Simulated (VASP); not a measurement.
Band structure of Eu (bcc). Computed with PBEsol GGA, VASP's PBE PAW potentials (set 64) (plane waves; VASP).

The 4f electrons are frozen in the core of the lanthanide potential, so 4f levels, which can set the real gap, and their magnetism are missing.

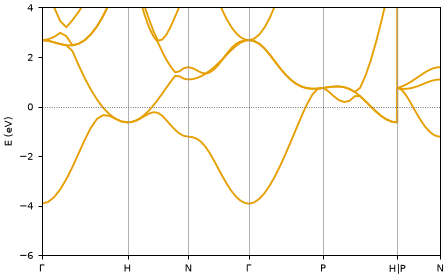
Figure: Bands along high-symmetry lines, zero at the valence-band maximum or, without a gap, the Fermi level

Question: Read the plot: is there a gap, and where are the band edges?

Answer: It has no gap at this level: it comes out as a metal or semimetal. (Edges off the drawn lines would not show.)

The compound is Eu in the bcc structure. It was relaxed first, which changed the volume by -17 %.
